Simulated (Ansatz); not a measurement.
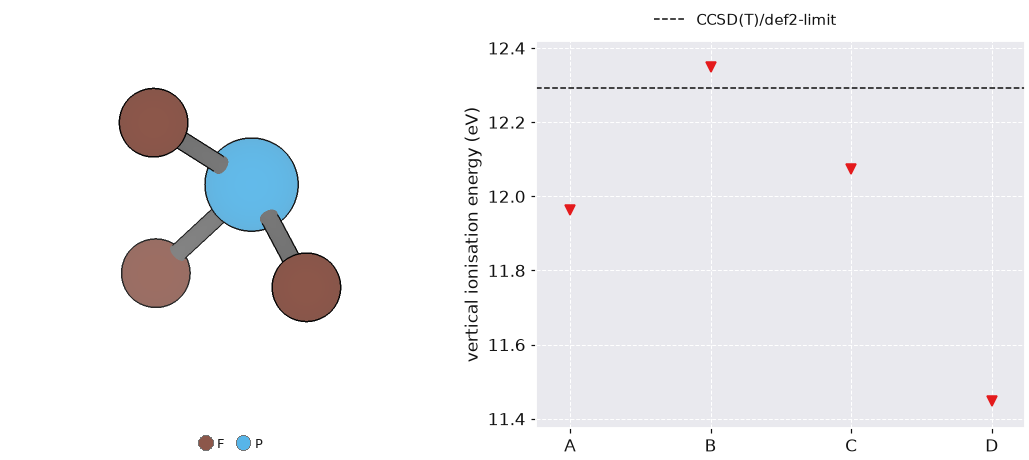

Vertical ionisation energy of PF₃, SMILES FP(F)F, taken as the energy of the cation less that of the neutral at fixed geometry (unrestricted doublet cation, cores frozen in correlated methods, no spin-orbit coupling), the Ansatz code 0.2.0, at a PBE0-D4/def2-TZVP geometry (a minimum by its frequencies). Limit means an estimate of the basis limit from triple and quadruple zeta; for coupled cluster it is either extrapolated directly or built as the MP2 limit plus the step from MP2 in triple zeta. The distance of CCSD(T)/def2-TZVPP to the limit includes basis error.

Question: The letters stand for CCSD(T)/def2-TZVPP, CCSD/def2-limit, HF/def2-QZVPP and PBE0-D4/def2-TZVPP. Which is which?

Answer: A: PBE0-D4/def2-TZVPP (11.96 eV); B: CCSD/def2-limit (12.35 eV); C: CCSD(T)/def2-TZVPP (12.07 eV); D: HF/def2-QZVPP (11.45 eV).
